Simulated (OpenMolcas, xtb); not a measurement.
## C2H7NSi (SMILES C=NC[SiH3]): the energy, rung by rung

C2H7NSi: 11 atoms, total charge 0, spin state singlet. As SMILES, `C=NC[SiH3]`. Geometry: relaxed at PBE0-D4/def2-TZVP. This is one conformer, not always the lowest.

```xyz
11

C    -0.6394    1.8693    0.3639
N    -0.9986    0.7131    0.0180
C    -0.2990   -0.4170    0.5626
Si    0.7063   -1.2574   -0.8027
H    -1.1459    2.7335   -0.0632
H     0.1669    2.0590    1.0866
H    -1.0299   -1.1514    0.9179
H     0.3652   -0.1617    1.4045
H     1.7296   -0.3113   -1.3199
H    -0.1798   -1.6830   -1.9145
H     1.3899   -2.4501   -0.2324
```

Quantity: the energy change with the Si4–H10 bond stretched from 1.484 to 1.707 Å, in eV. The values are calculated.

```json
{"level": "GFN-FF", "kind": "force field", "program": "xtb", "value (eV)": "0.42", "less CCSD(T)/cc-pVDZ": "+0.11", "CPU time (all runs)": "under 2 s"}
{"level": "HF/cc-pVDZ (unrestricted)", "kind": "Hartree–Fock", "program": "OpenMolcas", "value (eV)": "0.35", "less CCSD(T)/cc-pVDZ": "+0.04", "CPU time (all runs)": "23 s"}
{"level": "SVWN5/cc-pVDZ (restricted)", "kind": "LDA", "program": "OpenMolcas", "value (eV)": "0.25", "less CCSD(T)/cc-pVDZ": "-0.06", "CPU time (all runs)": "66 s"}
{"level": "revPBE/cc-pVDZ (restricted)", "kind": "GGA", "program": "OpenMolcas", "value (eV)": "0.24", "less CCSD(T)/cc-pVDZ": "-0.07", "CPU time (all runs)": "1.7 min"}
{"level": "TPSS/cc-pVDZ (restricted)", "kind": "meta-GGA", "program": "OpenMolcas", "value (eV)": "0.30", "less CCSD(T)/cc-pVDZ": "-0.01", "CPU time (all runs)": "2.3 min"}
{"level": "r2SCAN/cc-pVDZ (restricted)", "kind": "meta-GGA", "program": "OpenMolcas", "value (eV)": "0.29", "less CCSD(T)/cc-pVDZ": "-0.02", "CPU time (all runs)": "2.1 min"}
{"level": "M06-2X/cc-pVDZ (restricted)", "kind": "hybrid meta-GGA", "program": "OpenMolcas", "value (eV)": "0.33", "less CCSD(T)/cc-pVDZ": "+0.02", "CPU time (all runs)": "2 min"}
{"level": "B2PLYP/cc-pVDZ (restricted)", "kind": "double hybrid", "program": "OpenMolcas", "value (eV)": "0.32", "less CCSD(T)/cc-pVDZ": "+0.01", "CPU time (all runs)": "80 s"}
{"level": "MP2/cc-pVDZ (restricted)", "kind": "perturbation theory", "program": "OpenMolcas", "value (eV)": "0.34", "less CCSD(T)/cc-pVDZ": "+0.03", "CPU time (all runs)": "21 s"}
{"level": "CCSD(T)/cc-pVDZ (restricted)", "kind": "coupled cluster or CI", "program": "OpenMolcas", "value (eV)": "0.31", "less CCSD(T)/cc-pVDZ": "0.00", "CPU time (all runs)": "2.5 min"}
```

CCSD(T)/cc-pVDZ (restricted) is the highest level here, not the true value. The first shape isn't each level's own minimum. The values span 0.24 to 0.42 eV. Times are those of the runs behind each value, whatever else they computed, on shared processors of several kinds: orders of magnitude only.

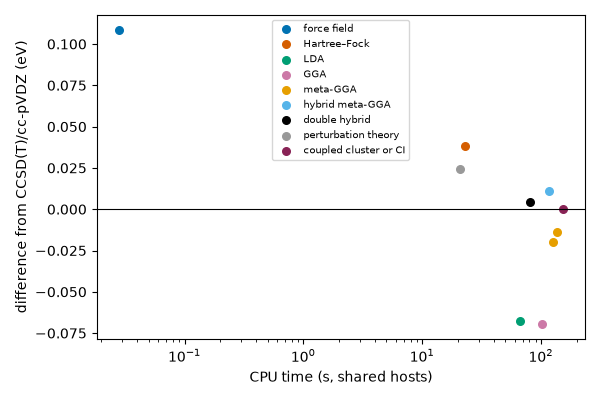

Difference from CCSD(T)/cc-pVDZ against processor time, one point a level.
